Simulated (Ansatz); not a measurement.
**H₆N₂Si···H₂···HF: density, localisation and related maps**

Input file:

```
crystal:
  periodic: [false, false, false]
  atoms:
    - {symbol: Si, position_ang: [-0.733530, -0.940321, 0.232508]}
    - {symbol: H, position_ang: [1.892025, 1.486868, 2.189458]}
    - {symbol: H, position_ang: [-1.864381, -1.906637, 0.253743]}
    - {symbol: H, position_ang: [0.257439, -1.331976, 1.270855]}
    - {symbol: N, position_ang: [-1.421625, 0.609726, 0.323899]}
    - {symbol: H, position_ang: [0.972777, 0.510033, -1.144286]}
    - {symbol: N, position_ang: [0.222157, -0.960491, -1.238760]}
    - {symbol: H, position_ang: [1.883472, 1.536937, 1.443269]}
    - {symbol: F, position_ang: [1.308579, 1.400390, -0.978833]}
    - {symbol: H, position_ang: [-0.839959, 1.432875, 0.283570]}
    - {symbol: H, position_ang: [-2.306967, 0.773686, 0.770118]}
    - {symbol: H, position_ang: [-0.296995, -0.926987, -2.107182]}
    - {symbol: H, position_ang: [0.926908, -1.684102, -1.298459]}
basis:
  gaussian: {orbitals: def2-TZVPP}
hamiltonian: {xc: pbe0, dispersion: d4}
output: {orbitals: {seedname: orbitals}}
```

Launched as:

```sh
ansatz run in.yaml --threads 8 --pin off --events-out ev --progress --plain --max-ram 19148MiB
```

The product side of a reaction path; geometry: PBE0-D4/def2-TZVP.

Level of theory: RKS PBE0-D4/def2-TZVPP in Ansatz 0.2.0.

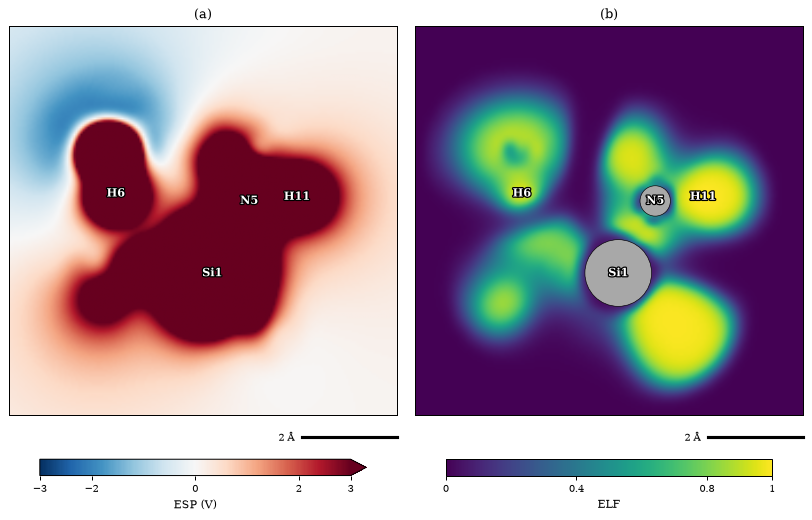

Figure 1. (a) molecular electrostatic potential; (b) ELF on the plane of atoms Si1, N5 and H11. Grey discs cover the atomic cores in the ELF map.

### What do the fields say about this system?

- Atoms in the plane: Si, N and H.
- Si–N (1.70 Å): the ELF peaks at about 0.90 between the atoms; a polar covalent bond.
- N–H (1.00 Å): the ELF climbs to about 1 towards the hydrogen, as it does in any bond to H; an ordinary covalent bond to hydrogen.
- The ELF also peaks beside F9, away from the bonds: lone-pair regions.
- Outside the dense part of the complex the potential is most negative (−2.0 V) near F9, which lies off the plane.

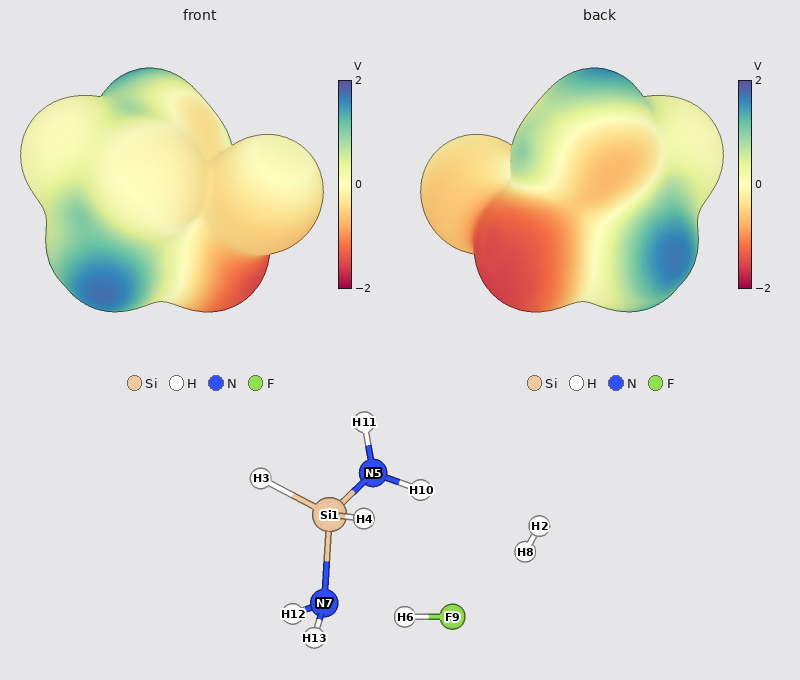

Figure 2. The electrostatic potential painted on the density surface at 0.001 e/bohr³, seen from the front and from behind; red is negative and blue positive. The bare structure is drawn below in the same view.

### Where is the surface potential most negative and most positive?

The most negative region (about −1.5 V) lies over F9, the most positive (about +1.7 V) over H12 and H13.

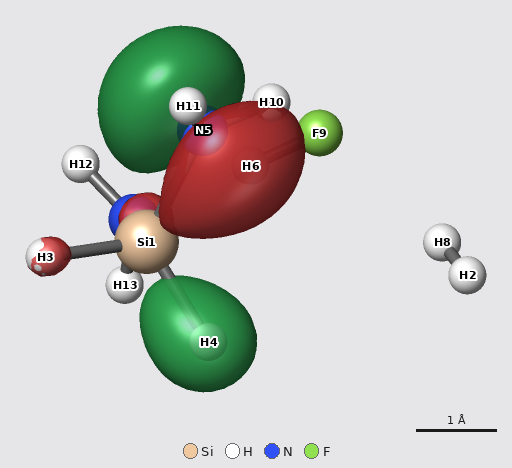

Figure 3. The HOMO at ±0.15 Å⁻³ᐟ² (green and red are the two phases), seen from one side.

### Where does this orbital lie, and at what energy?

By Hirshfeld shares it lies mainly on N5 (about 60 %), Si1 (about 15 %) and H4 (about 10 %). Its energy is −7.68 eV.

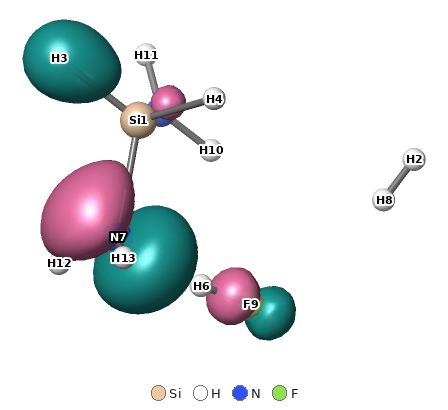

Figure 4. The HOMO−1 at ±0.2 Å⁻³ᐟ² (teal and pink are the two phases), seen at a tilt.

### Describe this orbital and give its energy.

By Hirshfeld shares it lies mainly on N7 (about 50 %), Si1 (about 15 %), H3 (about 10 %) and F9 (about 10 %). Its energy is −8.59 eV.
